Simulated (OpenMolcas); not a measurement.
# doublet CH2FNSi+ at 6 levels

We compute a comparison of 6 runs (UB3LYP/6-31G*, U-r2SCAN/6-311+G**, U-revPBE/6-311+G**, UBLYP/6-311+G**, UM06-L/6-311+G**, UTPSS/6-311+G**) of doublet CH2FNSi+. 

The results are computed with OpenMolcas 26.06.

## (1) The structure to begin with

CH2FNSi+ has 6 atoms, charge +1, and is taken as a doublet. As SMILES of the parent species, `FC1=N[SiH2]1`. The shape is that of a PBE0-D4/def2-TZVP optimisation. That shape belongs to the parent species and isn't relaxed for this state.

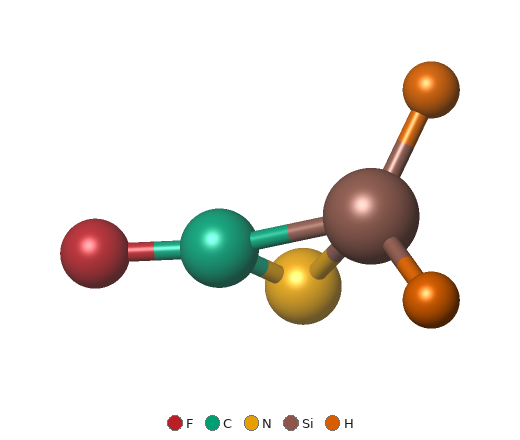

The structure, seen from a chosen angle (fluorine red, carbon teal, nitrogen amber, silicon brown, hydrogen orange).

## (2) A single-point energy at UB3LYP/6-31G(d) (spherical functions) (run 1)

The input, calc.inp:

```
&gateway
  baslib=$CurrDir
  coord
  6
  angstrom
  F        1.423100      -1.608300       0.851500
  C        0.513000      -0.815400       0.333600
  N       -0.624100      -1.110900      -0.124500
  Si      -0.284400       0.654600      -0.233900
  H        0.001700       1.243400      -1.557500
  H       -0.987300       1.572700       0.684600
  basis=6-31Gs
  group=NoSym

&seward
  gridinput
  Grid=UltraFine
  End of Grid

&scf
  uhf
  charge=1
  spin=2
  ksdft=B3LYP
  thresholds=1e-10 1e-07 1e-07 1e-05
  prorbitals=0
```

The basis set 6-31G* is read from a file made from the Basis Set Exchange's data (not shown).

Started as:

```bash
export MOLCAS_MEM=1860
pymolcas calc.inp > calc.log
```

The program printed:

```text
--- Start Module: gateway ---
[...]
--- Stop Module: gateway /rc=_RC_ALL_IS_WELL_ ---
--- Start Module: seward ---
[...]
      Basis functions           64
--- Stop Module: seward /rc=_RC_ALL_IS_WELL_ ---
[...]
--- Start Module: scf ---
[...]
       Convergence after  20 Iterations
[...]
::    Total KS-DFT energy                            -482.9624865307
[...]
      Total spin, S                                     0.5023213667
[...]
      Total electronic charge=   37.000000
      Total            charge=    1.000000
[...]
      Dipole Moment (debye):
      Origin of the operator (angstrom)=    0.2067   -0.4633    0.1469
                   X= -8.8239E-01               Y=  3.3355E+00               Z= -8.7892E-01           Total=  3.5605E+00
      Center of Charge (angstrom)
[...]
--- Stop Module: scf /rc=_RC_ALL_IS_WELL_ ---
[...]
```

Run time: 29 s. Hardware: 1 thread of Arm Neoverse V1, shared host; peak memory 0.4 GiB.

## (3) The energy at U-r2SCAN/6-311+G(d,p) (run 2)

The input, mol.input:

```
* CH2FNSi Kohn-Sham DFT
>>> EXPORT MOLCAS_PRINT=2

&GATEWAY
 BasLib
 $CurrDir
 Coord
 6
 angstrom
 F        1.423100      -1.608300       0.851500
 C        0.513000      -0.815400       0.333600
 N       -0.624100      -1.110900      -0.124500
 Si      -0.284400       0.654600      -0.233900
 H        0.001700       1.243400      -1.557500
 H       -0.987300       1.572700       0.684600
 Basis
 6-311pGss
 Group
 NoSym

&SEWARD
 GridInput
 Grid=UltraFine
 End of Grid

&SCF
 UHF
 Charge
 1
 Spin
 2
 KSDFT
 2
 1.0 MGGA_X_R2SCAN
 1.0 MGGA_C_R2SCAN
 Thresholds
 1e-10 1e-07 1e-07 1e-05
 PrOrbitals
 1 1
```

The basis set 6-311+G** is read from a file made from the Basis Set Exchange's data (not shown).

Started as:

```bash
export MOLCAS_MEM=1860
pymolcas mol.input > mol.log
```

The program printed:

```text
--- Start Module: gateway ---
[...]
--- Stop Module: gateway /rc=_RC_ALL_IS_WELL_ ---
--- Start Module: seward ---
[...]
      Basis functions          108
--- Stop Module: seward /rc=_RC_ALL_IS_WELL_ ---
[...]
--- Start Module: scf ---
[...]
       Convergence after  26 Iterations
[...]
::    Total KS-DFT energy                            -482.9114371556
[...]
      Total spin, S                                     0.5030669274
[...]
      Total electronic charge=   37.000000
      Total            charge=    1.000000
[...]
      Dipole Moment (debye):
      Origin of the operator (angstrom)=    0.2067   -0.4633    0.1469
                   X= -1.0212E+00               Y=  3.4297E+00               Z= -9.5399E-01           Total=  3.7035E+00
      Center of Charge (angstrom)
[...]
--- Stop Module: scf /rc=_RC_ALL_IS_WELL_ ---
[...]
```

Run time: 2 min. Hardware: 1 thread of Arm Neoverse V1, shared host; peak memory 0.63 GiB.

Runs 3 to 5 aren't shown in full; the table further down has their settings and results.

## (4) The energy at UTPSS/6-311+G(d,p) (run 6)

The input, mol.inp:

```
* CH2FNSi Kohn-Sham DFT
&GATEWAY
BASLIB = $CurrDir
BASISSET
F.6-311pGss....
F1 1.423100 -1.608300 0.851500 angstrom
End of Basis
BASISSET
C.6-311pGss....
C2 0.513000 -0.815400 0.333600 angstrom
End of Basis
BASISSET
N.6-311pGss....
N3 -0.624100 -1.110900 -0.124500 angstrom
End of Basis
BASISSET
Si.6-311pGss....
Si4 -0.284400 0.654600 -0.233900 angstrom
End of Basis
BASISSET
H.6-311pGss....
H5 0.001700 1.243400 -1.557500 angstrom
H6 -0.987300 1.572700 0.684600 angstrom
End of Basis
&SEWARD
GRIDINPUT
Grid=UltraFine
End of Grid
&SCF
UHF
CHARGE = 1
SPIN = 2
KSDFT = 2
1.0 MGGA_X_TPSS
1.0 MGGA_C_TPSS
THRESHOLDS = 1e-10 1e-07 1e-07 1e-05
PRORBITALS = 1
```

The basis set 6-311+G** is read from a file made from the Basis Set Exchange's data (not shown).

Started as:

```bash
export MOLCAS_MEM=1860
pymolcas mol.inp > mol.log
```

The program printed:

```text
--- Start Module: gateway ---
[...]
--- Stop Module: gateway /rc=_RC_ALL_IS_WELL_ ---
--- Start Module: seward ---
[...]
      Basis functions          108
--- Stop Module: seward /rc=_RC_ALL_IS_WELL_ ---
[...]
--- Start Module: scf ---
[...]
       Convergence after  22 Iterations
[...]
::    Total KS-DFT energy                            -483.0848516350
[...]
      Total spin, S                                     0.5020087972
[...]
      Mulliken charges per centre and basis function type
      ---------------------------------------------------
[...]
      Dipole Moment (debye):
      Origin of the operator (angstrom)=    0.2067   -0.4633    0.1469
                   X= -1.0009E+00               Y=  3.3698E+00               Z= -9.3623E-01           Total=  3.6378E+00
      Center of Charge (angstrom)
[...]
--- Stop Module: scf /rc=_RC_ALL_IS_WELL_ ---
[...]
```

It took 1.7 min on 1 thread of Arm Neoverse V1, shared host; peak memory 0.63 GiB.

## (5) The series

```tsv
run	level	energy (Eh)	HOMO energy (eV)	LUMO energy (eV)	⟨S²⟩	wall time
1	UB3LYP/6-31G* (spherical functions)	-482.962487	-15.80	-12.39	0.755	29 s
2	U-r2SCAN/6-311+G**	-482.911437	-15.05	-13.07	0.756	2 min
3	U-revPBE/6-311+G**	-482.921024	-14.62	-13.22	0.753	73 s
4	UBLYP/6-311+G**	-483.008929	-14.53	-13.24	0.753	67 s
5	UM06-L/6-311+G**	-483.011343	-14.88	-13.17	0.755	1.7 min
6	UTPSS/6-311+G**	-483.084852	-14.84	-13.16	0.754	1.7 min
```

## (6) Summary of results

| quantity | value |
| --- | --- |
| run 6: total energy | -483.08485 Eh |
| run 6: HOMO energy (highest over α and β) | -14.84 eV |
| run 6: LUMO energy (lowest over α and β) | -13.16 eV |
| run 6: ⟨S²⟩ | 0.754 |

**Reading.** Totals of different functionals can't be ranked against each other. All runs together took 8.2 min, the longest 2 min.
